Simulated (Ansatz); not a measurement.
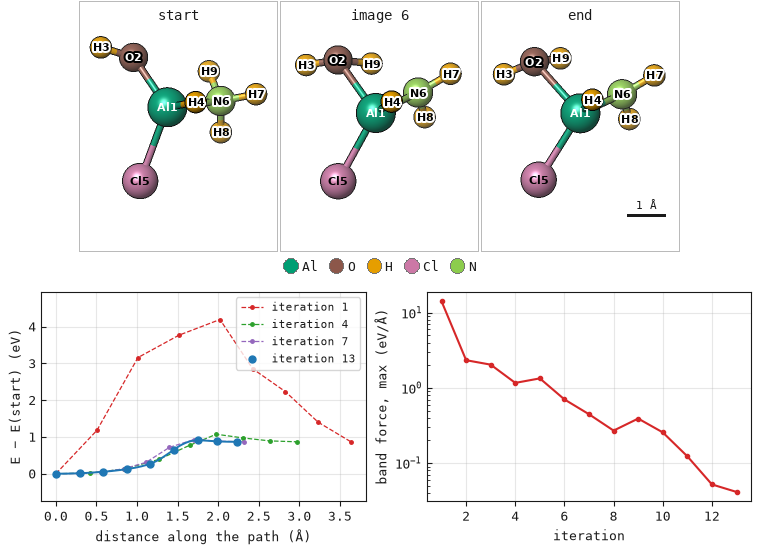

A nudged-elastic-band calculation for AlNH₅OCl. Images are numbered from 0 (start) to 8 (end). The plot follows the band through its iterations. Style: ball-and-stick. Shown from a free direction.

All numbers below come from Ansatz 0.2.0, RKS PBE0/def2-SVP. Set-up: 7 movable images; climbing image; force threshold 0.05 eV/Å; iteration limit 60; starting path through a guess of the saddle point.

Judge this run.

The result is final at these settings. The band converged in 13 iterations. The largest component of the band force went from 14 to 0.041 eV/Å. The climbing image converged on the top of the path. Its vibrational analysis gives one imaginary mode (640i cm⁻¹), as a transition state must have. The first iteration put the highest image at 4.19 eV. The energy climbs by 0.91 eV to image 6 and then falls by 0.04 eV, so the end point sits at +0.87 eV.
